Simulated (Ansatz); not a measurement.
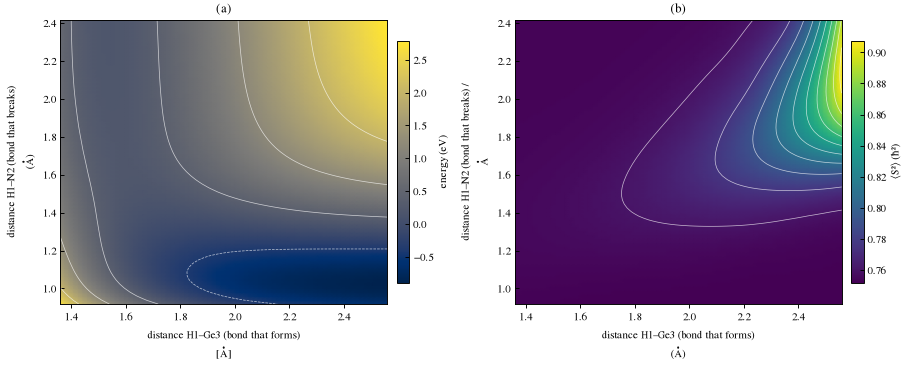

The reacting system GeH₆N (fragments H₃N + GeH₃ where the first distance is long, GeH₄ + H₂N where the second is long), spin multiplicity 2. The first coordinate is: distance H1–Ge3 (bond that forms); the second: distance H1–N2 (bond that breaks). Relaxed at each point: all other coordinates. The scan uses a 10 × 10 grid. Points are written as (first, second). Energies: eV, counted from a guessed transition structure relaxed with its forming and breaking bonds held. All numbers below come from UKS PBE0-D4/def2-SVP in Ansatz 0.2.0.

Panel (a) is the energy; panel (b) is the computed ⟨S²⟩, in ħ².

Drawn: a smooth colour map with a few white contour lines. Between grid points the surface is interpolated.

How does the ⟨S²⟩ vary over the map, and what is it at the lowest grid point?

Answer. Leaving out the highest fifth of the energies, it runs from 0.75 ħ² at (2.235 Å, 0.918 Å) to 0.79 ħ² at (2.235 Å, 1.637 Å). At the lowest grid point, (2.559 Å, 1.014 Å), it is 0.75 ħ². That point lies on the edge of the scan.
